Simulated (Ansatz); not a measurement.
**YCdPt: relaxing a made-up structure**

This structure for YCdPt is made up. Its elements were placed in a known structure type with a cell scaled to their sizes. What cell does the guess relax to, and how far off was it?

Method: DFT, PBEsol, plane-wave PAW, files of the set soft_1, scalar-relativistic, no spin, cell and ions relaxed at zero pressure; PAW set soft_1, in Ansatz 0.2.0.

## 1. Set-up

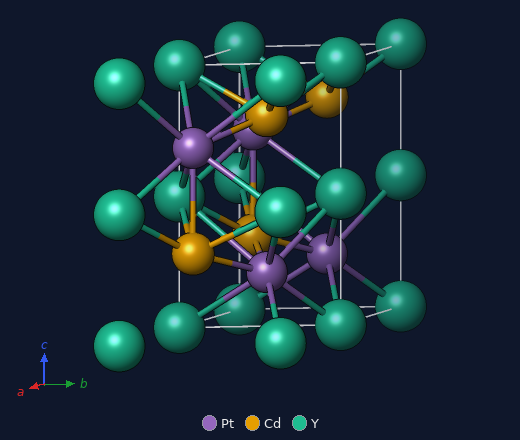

The starting structure, seen slightly off an axis (platinum purple, cadmium orange, yttrium teal). 2×1×1 cells are drawn. Bonds to atoms that aren't drawn are left out. Some periodic images of atoms are drawn too.

## 2. Relaxation of the guess

The guess takes its coordinates from another compound and its volume from a rule, so the cell and any free coordinates are relaxed together.

The input, input.yaml:

```yaml
crystal:
  lattice:
    - [4.437, 0.0, 0.0]
    - [-2.2185, 3.842554717, 0.0]
    - [0.0, 0.0, 7.198]
  atoms:
    - { symbol: Pt, position: [0.333333333, 0.666666667, 0.2278] }
    - { symbol: Pt, position: [0.666666667, 0.333333333, 0.7278] }
    - { symbol: Cd, position: [0.666666667, 0.333333333, 0.3249] }
    - { symbol: Cd, position: [0.333333333, 0.666666667, 0.8249] }
    - { symbol: "Y", position: [0.0, 0.0, 0.0] }
    - { symbol: "Y", position: [0.0, 0.0, 0.5] }
kpoints:
  mp_grid: { grid: [7, 7, 4] }
scf:
  occupations: { method: fermi_dirac, width: 0.05 }
hamiltonian:
  xc: pbesol
  pseudopotentials: { kind: paw, azcp: { folder: soft_1 }, xc_functional: pbe }
relax:
  f_tol: 0.015
  max_steps: 70
  cell: {}
output:
  forces: true
  stress: true
```

Command:

```bash
ansatz run input.yaml --threads 4 --pin off --max-ram 10240MiB --backend cpu --events-out ev --progress --plain --runs-dir out
```

Numbers of over 12 decimals in the logs are rounded to 6 here.

The program printed:

```text
Engine: ansatz 0.2.0, aarch64-unknown-linux-gnu
Pseudopotentials: kind: paw
Pseudopotential: Pt, paw, valence charge 18, recommended cutoff 420 eV (normal), soft_1/Pt.paw.azcp
Pseudopotential: Cd, paw, valence charge 20, recommended cutoff 420 eV (normal), soft_1/Cd.paw.azcp
Pseudopotential: Y, paw, valence charge 11, recommended cutoff 420 eV (normal), soft_1/Y.paw.azcp
Functional definition: PBEsol
  exchange = pbesol_x
  correlation = pbesol_c
Crystal: 6 atoms, lattice volume = 122.722 Å³
Basis set: ecut = 420 eV, 2359 PW (Γ), exchange–correlation on 60×60×100 points (8 copies of the dense FFT grid, shifted against one another)
Bands: 59, of which v1, the nominal top of the filled ones, is band 49 counted from 1 (48 counted from 0)
Symmetry: 12 space group operations
Space group: P63mc (ITA 186), of the structure as read, at distance tolerance 5.0e-5 Å
k-points: 24 of 196 (time reversal used)
Non-local potential: Pt, projectors of the file, l = 0: 3, l = 1: 2, l = 2: 2, l = 3: 1
Non-local potential: Cd, projectors of the file, l = 0: 3, l = 1: 2, l = 2: 2, l = 3: 1
Non-local potential: Y, projectors of the file, l = 0: 3, l = 1: 2, l = 2: 2, l = 3: 1
PAW form: soft (Blöchl's): semilocal exchange-correlation on the pseudo side does not see the compensation charge
PAW frozen core: Pt, regenerated for the run's functional, and the local potential with it (the file was generated under x = pbe(κ = 0.804, μ = 0.219515), c = pbe(β = 0.066725))
PAW frozen core: Cd, regenerated for the run's functional, and the local potential with it (the file was generated under x = pbe(κ = 0.804, μ = 0.219515), c = pbe(β = 0.066725))
PAW frozen core: Y, regenerated for the run's functional, and the local potential with it (the file was generated under x = pbe(κ = 0.804, μ = 0.219515), c = pbe(β = 0.066725))
PAW one-centre angular grid: Pt, 590 points (default); XC on 64 Gauss nodes
PAW one-centre angular grid: Cd, 590 points (default); XC on 64 Gauss nodes
PAW one-centre angular grid: Y, 590 points (default); XC on 64 Gauss nodes
Initial density: superposition of atomic densities (chi_scale 0.1, normalization cell, long waves kept (reshape's long-wave potential 0.00 eV rms))
Initial wavefunctions: pseudopotential atomic-orbital guess
Functional: x = pbesol(κ = 0.804, μ = 0.123457), c = pbesol(β = 0.046)
SCF iter   1: F=—  HF=-48744.522043 eV  |F-HF|=—  |Δ(HF+E_count)|=         —  Δρ=2.06e-1  dr2=1.04e2  ethr=3.10e-3  ⟨swp⟩=5.9  Hψ=4463  notcnv=0  defer=1
preconditioner: auto → Kerker (q_TF=auto, 2.628 Å⁻¹)  [metal: Δε(μ)=0.045 eV  Ē_g=10.947 eV  σ=0.050 eV  W_gap=0.22  n_scr=36 (ndim 8)  ℏωp=26.4 eV  f_vac=0.000  D(μ)=6.30/eV (n_scr^D=54)]
SCF iter   2: F=—  HF=-48736.009319 eV  |F-HF|=—  |Δ(HF+E_count)|=    8.51e0  Δρ=1.00e-1  dr2=2.60e1  ethr=3.10e-3  ⟨swp⟩=2.7  Hψ=2842  notcnv=0  defer=32
SCF iter   3: F=—  HF=-48733.008930 eV  |F-HF|=—  |Δ(HF+E_count)|=    3.00e0  Δρ=2.28e-2  dr2=1.66e0  ethr=3.10e-3  ⟨swp⟩=3.0  Hψ=2083  notcnv=0  defer=37
SCF iter   4: F=—  HF=-48732.671127 eV  |F-HF|=—  |Δ(HF+E_count)|=   3.38e-1  Δρ=5.08e-3  dr2=2.24e-2  ethr=1.69e-3  ⟨swp⟩=2.9  Hψ=2007  notcnv=0  defer=40
SCF iter   5: F=—  HF=-48732.670050 eV  |F-HF|=—  |Δ(HF+E_count)|=   1.08e-3  Δρ=2.17e-3  dr2=1.14e-2  ethr=2.29e-5  ⟨swp⟩=2.0  Hψ=2329  notcnv=0  defer=40
SCF iter   6: F=—  HF=-48732.666964 eV  |F-HF|=—  |Δ(HF+E_count)|=   3.09e-3  Δρ=7.48e-4  dr2=1.04e-3  ethr=1.16e-5  ⟨swp⟩=2.0  Hψ=2048  notcnv=0  defer=40
SCF iter   7: F=—  HF=-48732.666671 eV  |F-HF|=—  |Δ(HF+E_count)|=   2.94e-4  Δρ=1.61e-4  dr2=2.59e-5  ethr=1.06e-6  ⟨swp⟩=2.1  Hψ=2256  notcnv=0  defer=40
SCF iter   8: F=—  HF=-48732.666643 eV  |F-HF|=—  |Δ(HF+E_count)|=   2.78e-5  Δρ=2.73e-5  dr2=9.30e-7  ethr=2.64e-8  ⟨swp⟩=2.1  Hψ=2143  notcnv=0  defer=40
SCF iter   9: F=-48732.666643 eV  HF=-48732.666643 eV  |F-HF|=1.35e-8  |Δ(HF+E_count)|=   1.24e-7  Δρ=6.45e-6  dr2=6.27e-8  ethr=1.02e-10  ⟨swp⟩=4.0  Hψ=4606  notcnv=0
SCF 1 converged in 9 iterations: F = -48732.666643 eV  dr2 = 6.27e-8
  greatest PAW one-centre occupation: 1.000 electrons in one spin orbital (limit 2), on the Cd atom at site 3 (counted from 0), in its partial waves of l = 0
relax step   1: F+E_penalty+E_count = -48732.66664316 eV  Δ(F+E_penalty+E_count) = +0.000e0 eV  max|allowed force component| = 1.520e0 eV/Å  Δτ_max = 0.0000 Å  P = +7.152 GPa  Ω = 122.722 Å³  (9 SCF iters, dr2 threshold 1.00e-7 eV, accepted)
Crystal: 6 atoms, lattice volume = 131.102 Å³
Basis set: ecut = 420 eV, 2597 PW (Γ), exchange–correlation on 60×60×100 points (8 copies of the dense FFT grid, shifted against one another)
Initial density: handed on by an earlier stage of this run
Initial wavefunctions: those handed on with the density
iter 1 solved again at ethr=4.68e-4 eV; its pass at ethr=3.10e-3 eV (dr2=4.58e-1 eV) is discarded
SCF iter   1: F=—  HF=-48733.587225 eV  |F-HF|=—  |Δ(HF+E_count)|=         —  Δρ=1.39e-2  dr2=4.61e-1  ethr=4.68e-4  ⟨swp⟩=1.8  Hψ=6485  notcnv=0
preconditioner: auto → Kerker (q_TF=auto, 2.599 Å⁻¹)  [metal: Δε(μ)=0.018 eV  Ē_g=11.277 eV  σ=0.050 eV  W_gap=0.09  n_scr=34 (ndim 8)  ℏωp=25.5 eV  f_vac=0.000  D(μ)=5.17/eV (n_scr^D=36)]
SCF iter   2: F=—  HF=-48733.502273 eV  |F-HF|=—  |Δ(HF+E_count)|=   8.50e-2  Δρ=6.46e-3  dr2=8.19e-2  ethr=4.68e-4  ⟨swp⟩=2.0  Hψ=1898  notcnv=0
SCF iter   3: F=—  HF=-48733.482354 eV  |F-HF|=—  |Δ(HF+E_count)|=   1.99e-2  Δρ=2.87e-3  dr2=2.13e-2  ethr=8.36e-5  ⟨swp⟩=2.0  Hψ=1778  notcnv=0
SCF iter   4: F=—  HF=-48733.475886 eV  |F-HF|=—  |Δ(HF+E_count)|=   6.47e-3  Δρ=7.01e-4  dr2=7.38e-4  ethr=2.18e-5  ⟨swp⟩=2.2  Hψ=2176  notcnv=0
SCF iter   5: F=—  HF=-48733.475764 eV  |F-HF|=—  |Δ(HF+E_count)|=   1.22e-4  Δρ=3.12e-4  dr2=1.11e-4  ethr=7.53e-7  ⟨swp⟩=2.0  Hψ=2487  notcnv=0
SCF iter   6: F=—  HF=-48733.475765 eV  |F-HF|=—  |Δ(HF+E_count)|=   9.33e-7  Δρ=8.00e-5  dr2=7.07e-6  ethr=1.14e-7  ⟨swp⟩=2.0  Hψ=2398  notcnv=0
SCF iter   7: F=-48733.475765 eV  HF=-48733.475766 eV  |F-HF|=9.20e-8  |Δ(HF+E_count)|=   9.94e-7  Δρ=1.52e-5  dr2=3.56e-7  ethr=6.12e-10  ⟨swp⟩=2.5  Hψ=5142  notcnv=0
SCF 2 converged in 7 iterations: F = -48733.475765 eV  dr2 = 3.56e-7
  greatest PAW one-centre occupation: 1.000 electrons in one spin orbital (limit 2), on the Cd atom at site 2 (counted from 0), in its partial waves of l = 0
relax step   2: F+E_penalty+E_count = -48733.47576542 eV  Δ(F+E_penalty+E_count) = -8.091e-1 eV  max|allowed force component| = 2.592e-1 eV/Å  Δτ_max = 0.1959 Å  P = -1.816 GPa  Ω = 131.102 Å³  energy of the carried Pulay correction = -1.453e-3 eV  (7 SCF iters, dr2 threshold 6.00e-7 eV, accepted)
Crystal: 6 atoms, lattice volume = 127.579 Å³
Basis set: ecut = 420 eV, 2537 PW (Γ), exchange–correlation on 60×60×100 points (8 copies of the dense FFT grid, shifted against one another)
iter 1 solved again at ethr=1.09e-4 eV; its pass at ethr=3.10e-3 eV (dr2=1.07e-1 eV) is discarded
SCF iter   1: F=—  HF=-48733.561621 eV  |F-HF|=—  |Δ(HF+E_count)|=         —  Δρ=6.40e-3  dr2=1.05e-1  ethr=1.09e-4  ⟨swp⟩=2.0  Hψ=5898  notcnv=0
preconditioner: auto → Kerker (q_TF=auto, 2.611 Å⁻¹)  [metal: Δε(μ)=0.029 eV  Ē_g=11.188 eV  σ=0.050 eV  W_gap=0.14  n_scr=34 (ndim 8)  ℏωp=25.9 eV  f_vac=0.000  D(μ)=5.35/eV (n_scr^D=42)]
SCF iter   2: F=—  HF=-48733.543950 eV  |F-HF|=—  |Δ(HF+E_count)|=   1.77e-2  Δρ=2.30e-3  dr2=9.95e-3  ethr=1.07e-4  ⟨swp⟩=2.0  Hψ=1900  notcnv=0
SCF iter   3: F=—  HF=-48733.541890 eV  |F-HF|=—  |Δ(HF+E_count)|=   2.06e-3  Δρ=1.16e-3  dr2=3.10e-3  ethr=1.02e-5  ⟨swp⟩=1.6  Hψ=1471  notcnv=0
SCF iter   4: F=—  HF=-48733.540981 eV  |F-HF|=—  |Δ(HF+E_count)|=   9.09e-4  Δρ=2.14e-4  dr2=1.03e-4  ethr=3.16e-6  ⟨swp⟩=2.0  Hψ=1775  notcnv=0
SCF iter   5: F=—  HF=-48733.540980 eV  |F-HF|=—  |Δ(HF+E_count)|=   6.69e-7  Δρ=1.12e-4  dr2=1.29e-5  ethr=1.05e-7  ⟨swp⟩=2.0  Hψ=2015  notcnv=0
SCF iter   6: F=—  HF=-48733.540976 eV  |F-HF|=—  |Δ(HF+E_count)|=   4.48e-6  Δρ=2.34e-5  dr2=7.72e-7  ethr=1.31e-8  ⟨swp⟩=2.0  Hψ=2386  notcnv=0
SCF iter   7: F=-48733.540976 eV  HF=-48733.540976 eV  |F-HF|=6.69e-9  |Δ(HF+E_count)|=   1.38e-8  Δρ=6.51e-6  dr2=5.67e-8  ethr=6.12e-10  ⟨swp⟩=4.0  Hψ=4168  notcnv=0
SCF 3 converged in 7 iterations: F = -48733.540976 eV  dr2 = 5.67e-8
relax step   3: F+E_penalty+E_count = -48733.54097587 eV  Δ(F+E_penalty+E_count) = -6.521e-2 eV  max|allowed force component| = 2.481e-1 eV/Å  Δτ_max = 0.0459 Å  P = +0.049 GPa  Ω = 127.579 Å³  energy of the carried Pulay correction = -8.538e-4 eV  (7 SCF iters, dr2 threshold 6.00e-7 eV, accepted)
[...]
relax step   4: F+E_penalty+E_count = -48733.60116444 eV  Δ(F+E_penalty+E_count) = -6.019e-2 eV  max|allowed force component| = 2.739e-1 eV/Å  Δτ_max = 0.0793 Å  P = +0.694 GPa  Ω = 124.591 Å³  energy of the carried Pulay correction = -3.326e-4 eV  (7 SCF iters, dr2 threshold 6.00e-7 eV, accepted)
[...]
relax step   5: F+E_penalty+E_count = -48733.66174883 eV  Δ(F+E_penalty+E_count) = -6.058e-2 eV  max|allowed force component| = 1.406e-2 eV/Å  Δτ_max = 0.2000 Å  P = +0.829 GPa  Ω = 123.347 Å³  energy of the carried Pulay correction = -1.118e-4 eV  (7 SCF iters, dr2 threshold 6.00e-7 eV, accepted)
[...]
relax step   6: F+E_penalty+E_count = -48733.66588689 eV  Δ(F+E_penalty+E_count) = -4.138e-3 eV  max|allowed force component| = 3.682e-3 eV/Å  Δτ_max = 0.0190 Å  P = -0.483 GPa  Ω = 124.337 Å³  energy of the carried Pulay correction = -2.876e-4 eV  (6 SCF iters, dr2 threshold 6.00e-7 eV, accepted)
[...]
relax step   7: F+E_penalty+E_count = -48733.66686962 eV  Δ(F+E_penalty+E_count) = -9.827e-4 eV  max|allowed force component| = 4.611e-4 eV/Å  Δτ_max = 0.0029 Å  P = -0.005 GPa  Ω = 123.834 Å³  energy of the carried Pulay correction = -1.986e-4 eV  (5 SCF iters, dr2 threshold 6.00e-7 eV, accepted)
Basis set: ecut = 420 eV, 2451 PW (Γ), exchange–correlation on 64×64×90 points (8 copies of the dense FFT grid, shifted against one another)
Initial wavefunctions: pseudopotential atomic-orbital guess (no wavefunctions were taken with the density)
iter 1 solved again at ethr=8.22e-8 eV; its pass at ethr=3.10e-3 eV (dr2=8.06e-5 eV) is discarded
SCF iter   1: F=—  HF=-48733.666614 eV  |F-HF|=—  |Δ(HF+E_count)|=         —  Δρ=7.87e-4  dr2=1.87e-5  ethr=8.22e-8  ⟨swp⟩=3.0  Hψ=7975  notcnv=0
preconditioner: auto → Kerker (q_TF=auto, 2.624 Å⁻¹)  [metal: Δε(μ)=0.030 eV  Ē_g=11.284 eV  σ=0.050 eV  W_gap=0.15  n_scr=34 (ndim 8)  ℏωp=26.3 eV  f_vac=0.000  D(μ)=4.05/eV (n_scr^D=22)]
SCF iter   2: F=—  HF=-48733.666971 eV  |F-HF|=—  |Δ(HF+E_count)|=   3.58e-4  Δρ=4.00e-4  dr2=4.79e-6  ethr=1.90e-8  ⟨swp⟩=1.0  Hψ=1416  notcnv=0
SCF iter   3: F=—  HF=-48733.667110 eV  |F-HF|=—  |Δ(HF+E_count)|=   1.39e-4  Δρ=6.05e-6  dr2=2.00e-8  ethr=4.89e-9  ⟨swp⟩=1.0  Hψ=1416  notcnv=0
SCF iter   4: F=—  HF=-48733.667110 eV  |F-HF|=—  |Δ(HF+E_count)|=   1.99e-9  Δρ=1.72e-6  dr2=1.90e-9  ethr=2.04e-11  ⟨swp⟩=2.0  Hψ=2527  notcnv=0
SCF iter   5: F=—  HF=-48733.667110 eV  |F-HF|=—  |Δ(HF+E_count)|=  3.57e-10  Δρ=4.89e-7  dr2=3.14e-10  ethr=1.94e-12  ⟨swp⟩=2.5  Hψ=2011  notcnv=0
SCF iter   6: F=-48733.667110 eV  HF=-48733.667110 eV  |F-HF|=2.91e-11  |Δ(HF+E_count)|=  1.46e-11  Δρ=1.72e-7  dr2=5.81e-11  ethr=1.00e-12  ⟨swp⟩=4.0  Hψ=4420  notcnv=0
SCF 8 converged in 6 iterations: F = -48733.667110 eV  dr2 = 5.81e-11
relax step   8: F+E_penalty+E_count = -48733.66711024 eV  Δ(F+E_penalty+E_count) = -2.406e-4 eV  max|allowed force component| = 4.820e-4 eV/Å  Δτ_max = 0.0000 Å  P = -0.012 GPa  Ω = 123.834 Å³  stress off target by 1.31e-2 GPa  SCF on the basis re-selected at this cell (its energy is not comparable with the rows above)  (6 SCF iters)
basis re-selected at this cell: Δ(F+E_penalty+E_count) = -2.406e-4 eV, ΔP = -0.007 GPa vs the last step (what re-selecting the basis moved, of the pressure what is left beyond the Pulay correction that the steps carried, after the strain that the cell walked since its last selection, with what the two solves' SCF thresholds leave and, on support functions, any second-order correction that the steps lacked; it is no measure of the basis error at this ecutwfc). The dense FFT grid was sized anew with the basis: this SCF ran on 32×32×45 points, the steps before it on 30×30×50, so part of this shift can come from that change (see relax.cell in the input reference). [rest of the remark cut]
SCF converged after 6 iterations
Free energy (F): -48733.667110 eV
Harris-Foulkes:  -48733.667110 eV  (|F-HF|=2.91e-11)
Internal energy: -48733.634764 eV  (E = F + TS)
E sigma→0 (E₀):  -48733.650937 eV
Entropy (-TS):   -0.032346 eV (-5.391 meV/atom)
Fermi energy:    15.649574 eV
--- Per-component energies (eV) ---
  E_band       = -1358.340683
  E_kinetic    = 2713.760650
  E_local      = -11207.741031  (includes V_loc(G=0)·N_el)
  E_nonlocal   = 710.405843
  E_hartree    = 4800.901715
  E_xc         = -1133.603668
  E_vxc        = -1351.062820  (∫ρ·V_xc dr)
  E_paw        = -32273.674975  (= ΣΔE_a)
  E_vpaw       = -1825.509971  (= ΣTr[D̂ρ^β])
  E_aug_tail   = 0.002851  (compensation charges beyond the density's cutoff)
  E_ewald      = -12345.241680
  E_core_change = 1.555531  (= ΣΔE_core)
  E_smearing   = -0.032346  (= −TS)
  E_closure    = 0.000000  (closes the sum)
  Σ components = -48733.667110   (vs F -48733.667110, Δ=0.00e0)
--- Forces (eV/Å), atoms counted from 1 ---
  atom   1  Pt    -0.00000000    -0.00000000     0.00048189
  atom   2  Pt    -0.00000000     0.00000000     0.00048189
  atom   3  Cd    -0.00000000     0.00000000    -0.00046993
  atom   4  Cd     0.00000000    -0.00000000    -0.00046993
  atom   5  Y      0.00000000    -0.00000000    -0.00001242
  atom   6  Y      0.00000000     0.00000000    -0.00001242
  max |Σ_I F_I| component: 9.01e-7 eV/Å
--- Stress (GPa, compression-positive) ---
       -0.013070      -0.000000       0.000000
        0.000000      -0.013070       0.000000
        0.000000       0.000000      -0.010034
  P = ⅓ Tr σ = -0.0121 GPa (-0.121 kbar)
--- Relaxed structure (7 steps of the walk, 7 accepted, 1 SCFs on fresh bases) ---
  F+E_penalty+E_count = -48733.66711024 eV   max|allowed force component| = 4.820e-4 eV/Å   (the final SCF, on the basis selected at the relaxed cell)
  cell:  # Å, volume = 123.8344 Å³
    - [4.673576, 0, -9.15908653922086e-18]
    - [-2.336788, 4.047435, 4.57954326961043e-18]
    - [-1.485848656880953e-17, 0, 6.546544]
  atoms:
    - { symbol: Pt, position: [0.333333, 0.666667, 0.267463] }
    - { symbol: Pt, position: [0.666667, 0.333333, 0.767463] }
    - { symbol: Cd, position: [0.666667, 0.333333, 0.267650] }
    - { symbol: Cd, position: [0.333333, 0.666667, 0.767650] }
    - { symbol: Y, position: [1.5837145964760193e-18, 0, 0.017586] }
    - { symbol: Y, position: [1.583714596476018e-18, 0, 0.517586] }
```

Wall time 33 s (4 threads of Arm Neoverse V1, shared host); peak memory 0.54 GiB; 2.1 min of CPU time.

The steps of the relaxation:

| step | energy less that of the first step (eV) | largest force component (eV/Å) | pressure (GPa) | volume (Å³) |
| --- | --- | --- | --- | --- |
| 1 | 0.0000 | 1.5200 | 7.15 | 122.72 |
| 2 | -0.8091 | 0.2592 | -1.82 | 131.10 |
| 3 | -0.8743 | 0.2481 | 0.05 | 127.58 |
| 4 | -0.9345 | 0.2739 | 0.69 | 124.59 |
| 5 | -0.9951 | 0.0141 | 0.83 | 123.35 |
| 6 | -0.9992 | 0.0037 | -0.48 | 124.34 |
| 7 | -1.0002 | 0.0005 | 0.00 | 123.83 |
| 8* | -1.0005 | 0.0005 | -0.01 | 123.83 |

Relaxation steps marked * repeat the geometry before them on a plane-wave basis chosen anew for their cell, so energy and pressure can jump there.

The run keeps the 12 symmetry operations that it works with, so distortions that break them were not tested.

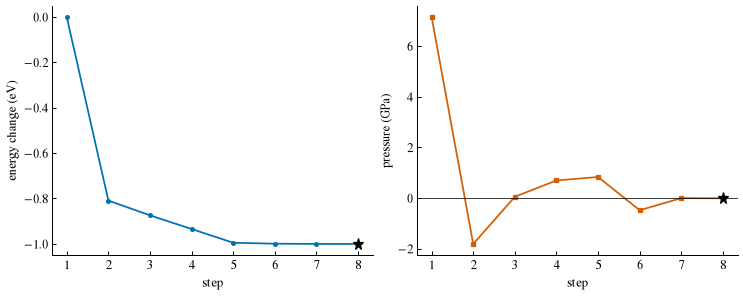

Energy and pressure along the relaxation. Stars mark steps on a basis chosen anew.

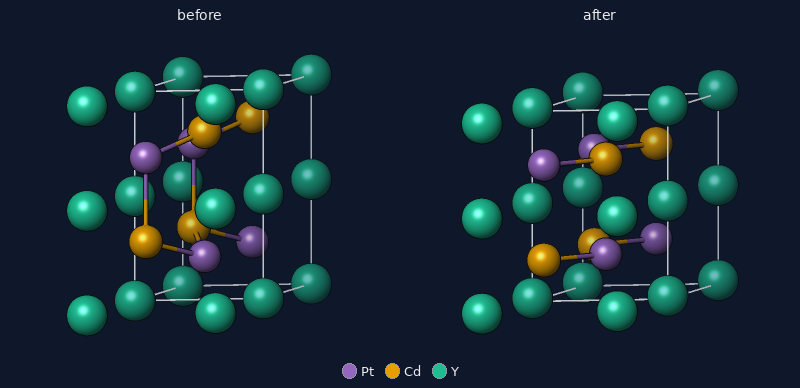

The structure before and after the relaxation, drawn at the same scale.

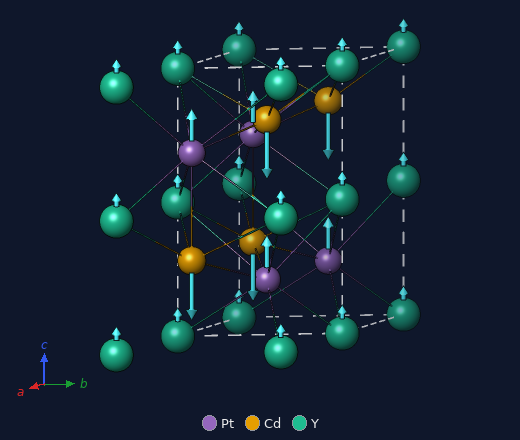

Displacements in the relaxation, exaggerated, measured against the changing cell; the longest in the cell stands for 0.37 Å. Bonds to atoms that aren't drawn are left out. 2×1×1 cells are drawn. Some periodic images of atoms are drawn too.

| conventional cell, symmetrised | before | after | change |
| --- | --- | --- | --- |
| a (Å) | 4.437 | 4.674 | +5.3 % |
| b (Å) | 4.437 | 4.674 | +5.3 % |
| c (Å) | 7.198 | 6.547 | -9.1 % |
| volume (Å³/atom) | 20.45 | 20.64 | +0.9 % |

The atoms that moved most (Å, as changes of fractional coordinates times the final cell):

| atom | dx | dy | dz | length |
| --- | --- | --- | --- | --- |
| Cd3 | 0.000 | 0.000 | -0.375 | 0.375 |
| Cd4 | 0.000 | 0.000 | -0.375 | 0.375 |
| Pt2 | 0.000 | 0.000 | 0.260 | 0.260 |
| Pt1 | 0.000 | 0.000 | 0.260 | 0.260 |
| Y6 | 0.000 | 0.000 | 0.115 | 0.115 |
| Y5 | 0.000 | 0.000 | 0.115 | 0.115 |

Final coordinates:

```cif
data_structure
_symmetry_space_group_name_H-M 'P 1'
_symmetry_Int_Tables_number 1
_cell_length_a 4.6736
_cell_length_b 4.6736
_cell_length_c 6.5465
_cell_angle_alpha 90.000
_cell_angle_beta 90.000
_cell_angle_gamma 120.000
_cell_volume 123.83
loop_
_atom_site_label
_atom_site_type_symbol
_atom_site_fract_x
_atom_site_fract_y
_atom_site_fract_z
_atom_site_occupancy
Pt1 Pt 0.33333 0.66667 0.26746 1
Pt2 Pt 0.66667 0.33333 0.76746 1
Cd3 Cd 0.66667 0.33333 0.26765 1
Cd4 Cd 0.33333 0.66667 0.76765 1
Y5 Y 0.00000 0.00000 0.01759 1
Y6 Y 0.00000 0.00000 0.51759 1
```

Numbers from this step:

```yaml
free_energy: -48733.6671 eV
energy_at_zero_smearing: -48733.6509 eV
smearing_term_ts: 0.03235 eV
fermi_energy: 15.65 eV
electrons: 98
symmetry_operations: 12
pressure: -0.01206 GPa
```

The shortest distance of each pair, which need not be the same contact before and after:

| pair | guess (Å) | relaxed (Å) |
| --- | --- | --- |
| Cd–Pt | 2.655 | 2.698 |
| Pt–Y | 3.042 | 3.155 |
| Cd–Y | 2.855 | 3.156 |
| Y–Y | 3.599 | 3.273 |
| Pt–Pt | 4.418 | 4.242 |

The relaxation ends with a largest force component of 4.8e-4 eV/Å and a pressure of -0.01 GPa.

## 3. Outcome

```json
{
 "space group, relaxed": "P6_3/mmc",
 "conventional cell": "a = 4.674, b = 4.674, c = 6.547 Å; α = 90.0°, β = 90.0°, γ = 120.0°",
 "volume per atom": "20.64 Å³ (guess 20.45)"
}
```

In words: YCdPt relaxes to P6_3/mmc with a = 4.674, b = 4.674 and c = 6.547 Å. The guessed volume was near the relaxed one. The symmetry rose from P6_3mc to P6_3/mmc, so the distortion of the structure type doesn't survive with these elements. Mesh and cutoff weren't tested. A vector of the cell changed its length by 9 %, more than the volume shows. Spin-orbit coupling is left out, which can matter for elements this heavy. No dispersion term is used, so weakly bound directions may come out too long. The runs have no spin, and magnetism wasn't tested. Nothing here tests whether the compound is stable against decomposition.

[Logs are printed without paths, hosts, clocks, repeated set-up lines and the standing remarks that a program may print on its own settings, such as how far it seeks lower states.]

[Hosts, paths, dates, database ids (printed as entryN), source tags and the programs' standing remarks are cut or masked in the printed files.]
